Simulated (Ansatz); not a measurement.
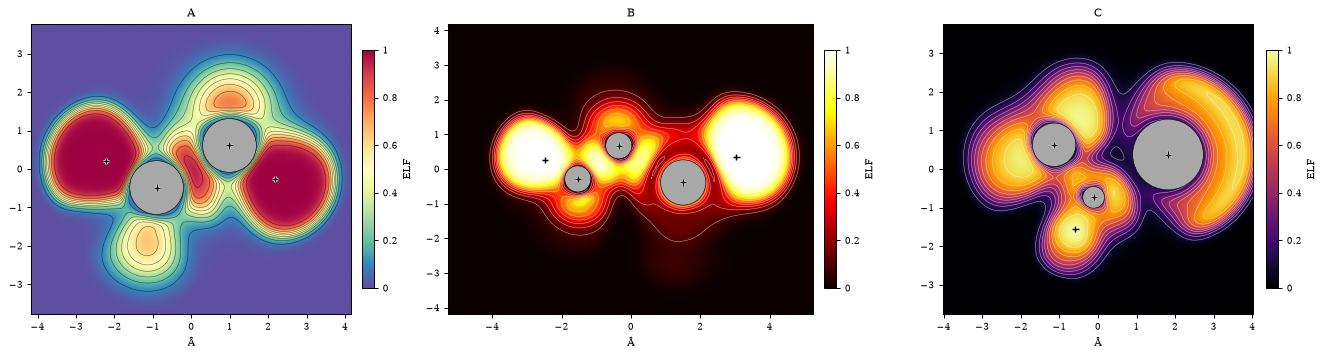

The electron localisation function of 3 systems, each on a plane through atoms (crosses mark nuclei in the plane; grey discs cover the cores).

These are results of isolated molecule in a Gaussian basis; Kohn-Sham density functional theory, functional PBE0 in Ansatz, not measurements.

System 1: FH3Si2 (SMILES F[SiH]=[SiH2]), the plane of atoms Si2, Si3 and H5. Geometry: r2SCAN-D4/def2-TZVP.

| atom | x (Å) | y (Å) | z (Å) |
| --- | --- | --- | --- |
| F | -1.5333 | 1.5224 | -0.4398 |
| Si | -0.0073 | -0.8138 | 1.3751 |
| Si | -0.1674 | 1.0590 | 0.2515 |
| H | -0.6617 | -1.9686 | 0.7024 |
| H | 0.5324 | 2.2997 | 0.6753 |
| H | 1.4503 | -1.0657 | 1.5583 |

System 2: C2H6ClFSn, the plane of atoms C1, C2 and Sn5. Geometry: PBE0-D3(BJ)/def2-SVP; core potentials replace the inner electrons of Sn.

```xyz
11

C     1.4285    0.0416   -0.5095
C     1.9296    1.2807    0.2176
Cl   -1.0148    2.8774   -1.1258
F    -0.8171    1.5032    1.9762
Sn    0.3073    2.5534    0.7911
H     0.8504    0.3082   -1.4071
H     2.2714   -0.5920   -0.8281
H     0.7776   -0.5680    0.1350
H     2.4776    1.0317    1.1400
H     2.6001    1.8884   -0.4104
H     0.4906    4.0637    1.5668
```

System 3: GaH2OS (SMILES S[OH+][Ga]) (charge +1), the plane of atoms Ga1, O2 and S3. Geometry: PBE0-D3(BJ)/def2-SVP.

```xyz
5

Ga   -2.5420    1.9374    1.2199
O    -1.1151    0.4850    0.3230
S     0.1166    0.6575    1.4888
H    -0.1848   -0.4565    2.2068
H    -0.8156    0.0176   -0.4782
```

Question: Match each panel to its system.

Answer: Panel A is system 1, FH3Si2: the plane holds Si and H. Si–Si (2.19 Å): the ELF peaks at about 0.95 between the atoms; localised, covalent bonding. Panel B is system 2, C2H6ClFSn: the plane holds C, Sn and H. C–C (1.52 Å): the ELF peaks at about 0.95 between the atoms (a covalent bond). Panel C is system 3, GaH2OS: the plane holds Ga, O, S and H. S–O (1.70 Å): the ELF peaks at about 0.85 between the atoms, as expected for a polar covalent bond.
